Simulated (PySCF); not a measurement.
# AlCl (charge +1, doublet): what the fields show

| atom | x (Å) | y (Å) | z (Å) |
| --- | --- | --- | --- |
| Al | 0.0000 | 0.0000 | -1.1504 |
| Cl | 0.0000 | 0.0000 | 0.8876 |

These are results of PBE0/pcseg-1, non-relativistic, at a bond length of 2.038 Å (PySCF 2.14.0), not measurements.

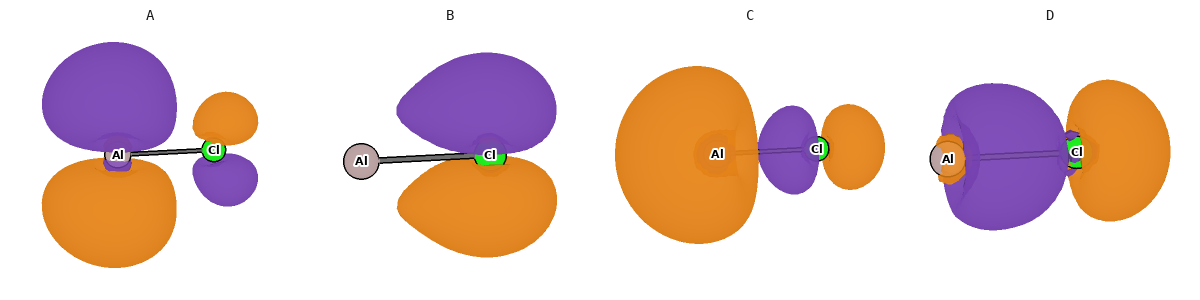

Figure 1. Four frontier β-spin orbitals, each drawn at the value that holds 80 % of its norm (orange and purple are the two phases), in no order; of a degenerate pair one member is drawn.

Q: Name the orbitals and rank them from lowest to highest energy.

A: Orbital D: σ, occupied in this spin, −18.05 eV; mainly on Cl (70 %).
Orbital B: π, occupied in this spin, −15.86 eV; mainly on Cl (90 %).
Orbital C: σ, empty in this spin, −11.31 eV; mainly on Al (85 %).
Orbital A: π, empty in this spin, −7.41 eV; mainly on Al (90 %).

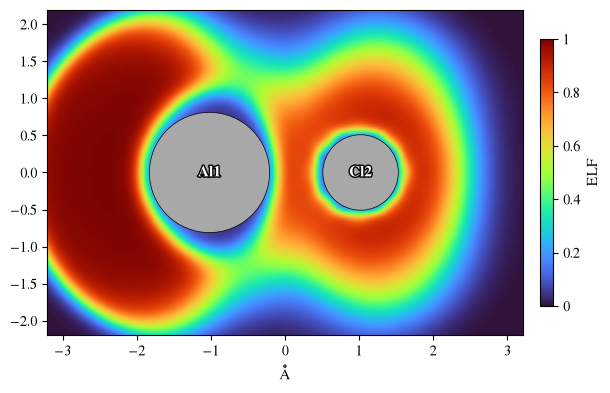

Figure 2. Electron localisation function on a plane that holds the molecular axis. Grey discs cover the atomic cores.

Q: What does the map show?

A: Atoms in the plane: Al and Cl.
Al–Cl (2.04 Å): the ELF peaks at about 0.85 in the valence shell of Cl, 0.9 Å from its nucleus, and is about 0.75 at the midpoint.
The ELF also peaks beside Cl2 and Al1, away from the bonds: non-bonding electrons, paired or unpaired.

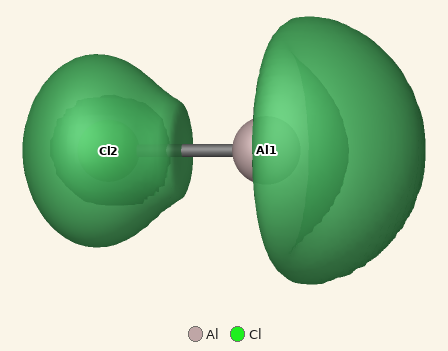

Figure 3. Isosurface of the electron localisation function at 0.8 (green), seen from one side. Only the valence region is drawn (cores and ρ < 0.01 e/Å³ removed).

Q: Where are the electrons localised?

A: At this value the surface marks out one lobe on Al, pointing away from the bonds (non-bonding electrons) and one region wrapped around Cl (its valence shell).
